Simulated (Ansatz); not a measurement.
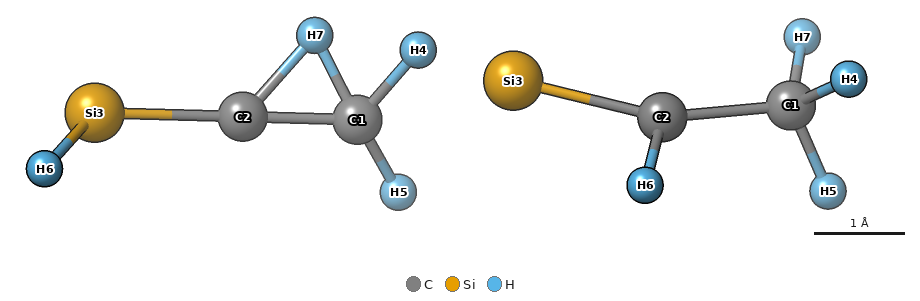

Two geometries of C2H4Si, drawn at one scale. One is the start of a relaxation, the other its converged end. A ball-and-stick model, seen at a tilt.

Computed with RKS PBE-D4/def2-SVP in Ansatz 0.2.0. Settings: force threshold 0.03 eV/Å; at most 250 steps.

Question: Which one is relaxed?

Answer: The right one is the relaxed one. It is one of the separated reactants of a reaction. After 17 geometry steps the energy has fallen by 100.2 kcal/mol. The largest force component goes from 5.6 to 0.012 eV/Å. H6 moves most after the best rigid fit: 1.64 Å. By element the largest moves are H 1.64 Å, Si 0.61 Å, C 0.53 Å. Among the contacts that change: C2–H6 2.752 → 1.140 Å, C2–H7 1.219 → 2.157 Å, Si3–H6 1.474 → 2.102 Å, C1–C2 1.304 → 1.494 Å. New bonds form, among them: C2–H6 (2.75 → 1.14 Å). Bonds break, among them: Si3–H6 (1.47 → 2.10 Å). Among the angles between lasting bonds that change: C2–C1–H7 61.0° → 111.1°, H5–C1–H7 154.3° → 107.3°, H4–C1–H7 67.2° → 107.5°.
